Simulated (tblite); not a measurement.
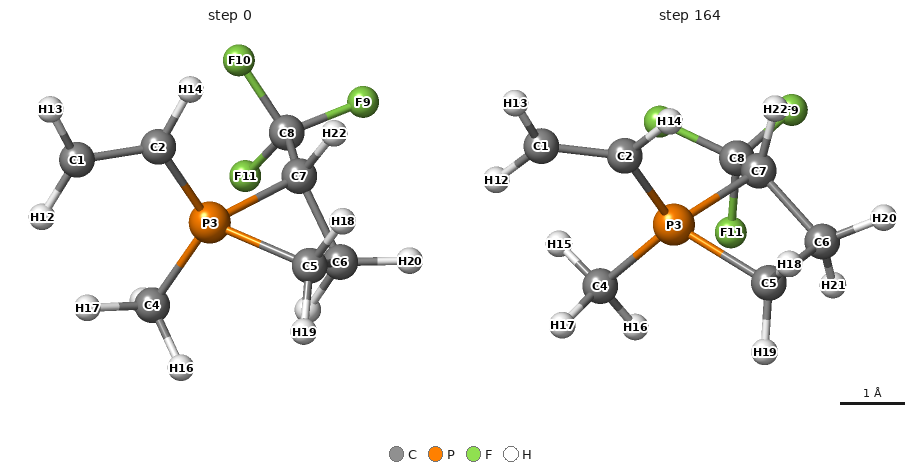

The structure of C$_{7}$H$_{11}$F$_{3}$P (charge +1) before (left) and after (right) a relaxation, at one scale.

A ball-and-stick model, seen from a free direction.

Method: GFN2-xTB geometry optimisation, gas phase (tblite 0.8.0). 

Question: Summarise the run.

Answer: The largest moves after the best rigid fit, 1.26 Å, are those of F10 and H16. By element the largest moves are F 1.26 Å, H 1.26 Å, C 0.57 Å, P 0.12 Å. Some distances before and after: C8–F9 1.383 → 1.321 Å, P3–C7 1.797 → 1.851 Å, C6–C7 1.500 → 1.547 Å, C8–F10 1.391 → 1.348 Å. Bond angles that change, for instance: C5–C6–C7 85.3° → 97.5°, C5–P3–C7 69.0° → 78.3°, H18–C5–H19 117.3° → 108.6°. Groups turn about P3–C4 by about 45°, C6–C7 by about 35°, P3–C7 by about 35°. Over 164 geometry steps the energy falls by 33.1 kcal/mol. Cost: 1.5 s on 1 thread of Arm Neoverse V2, with other jobs on the host.
